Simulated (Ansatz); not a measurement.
CH$_{4}$ClGa···CH$_{4}$

```xyz
12

Ga   -1.0235    0.3273    1.1036
H    -1.1347    1.8893    1.1318
C     0.3744   -0.8549    1.8250
Cl   -2.7548   -0.6623    0.2046
H     0.6431    1.3158   -1.3025
C     0.5224    0.5048   -2.0372
H     0.2837   -1.8691    1.4099
H     0.2629   -0.9141    2.9212
H     1.3776   -0.4550    1.6096
H     0.5591    0.9388   -3.0467
H    -0.4472    0.0037   -1.8992
H     1.3371   -0.2242   -1.9203
```

Computed with RKS B3LYP/def2-SVP in Ansatz 0.2.0.

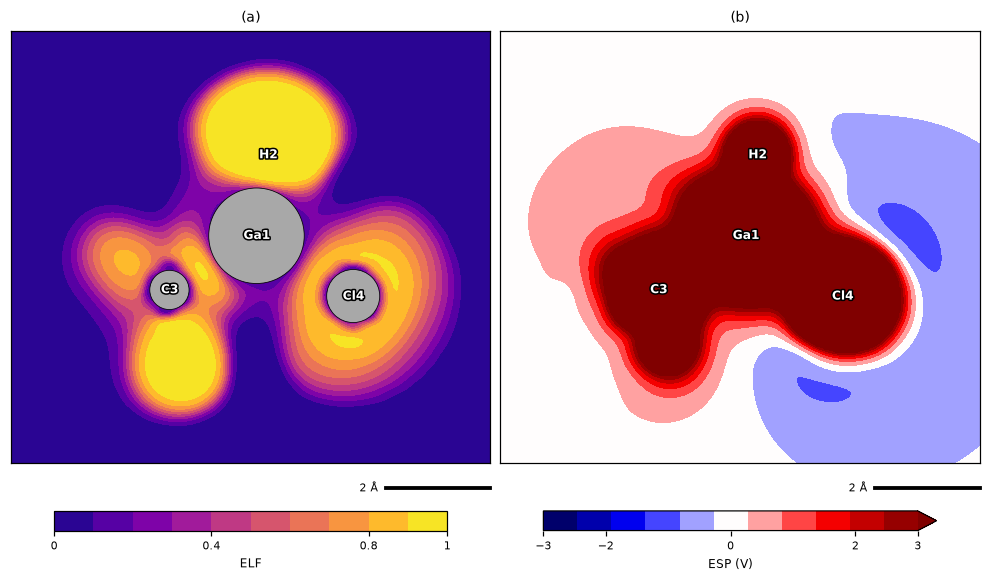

Figure 1. (a) ELF; (b) molecular electrostatic potential on the plane of atoms C3, Ga1 and Cl4. Grey discs cover the atomic cores in the ELF map.

**Describe what can be read from this map.**

Atoms in the plane: Ga, H, C and Cl. C–Ga (1.97 Å): the ELF peaks at about 0.90 in the valence shell of C, 0.7 Å from its nucleus, and is about 0.60 at the midpoint. Ga–Cl (2.19 Å): the ELF peaks at about 0.85 in the valence shell of Cl, 0.8 Å from its nucleus, and is about 0.55 at the midpoint. Ga–H (1.57 Å): the ELF climbs to about 1 towards the hydrogen. The ELF also peaks beside Cl4, away from the bonds: lone-pair regions. Outside the dense part of the complex the potential is most negative (−1.0 V) near Cl4.

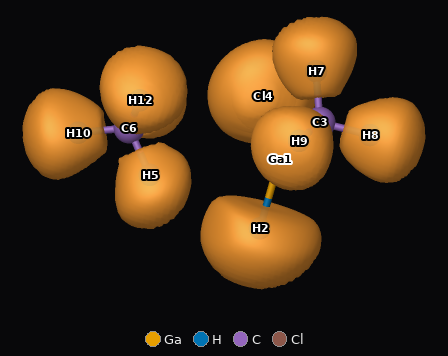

Figure 2. Isosurface of the electron localisation function at 0.8 (orange), seen from one side. Only the valence region is drawn (cores and ρ < 0.01 e/Å³ removed).

**Where are the electrons localised?**

At this value the surface marks out eight regions around hydrogen nuclei, one lobe of the valence shell of C pointing towards Ga (polar bonds) and one region wrapped around Cl (its valence shell). Profiles from the grid: C6···Ga1 (3.51 Å): the ELF dips to about 0 between them.

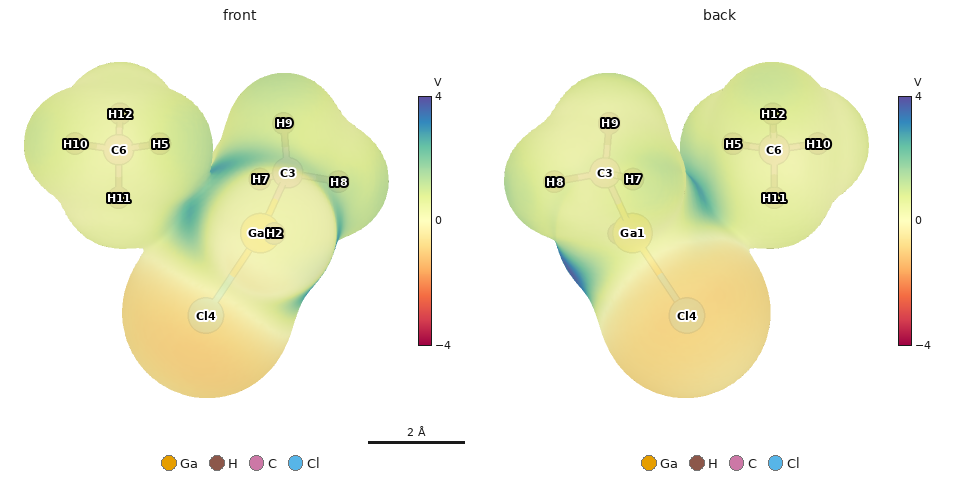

Figure 3. The molecular electrostatic potential painted on the density surface at 0.004 e/bohr³, seen from the front and from behind; the colour scale runs from red (negative) to blue (positive).

**Where is the surface potential most negative and most positive?**

The most negative region (about −1.0 V, or −23 kcal/mol for a unit charge) lies over Cl4, the most positive (about +3.4 V, or +78 kcal/mol for a unit charge) over Ga1.
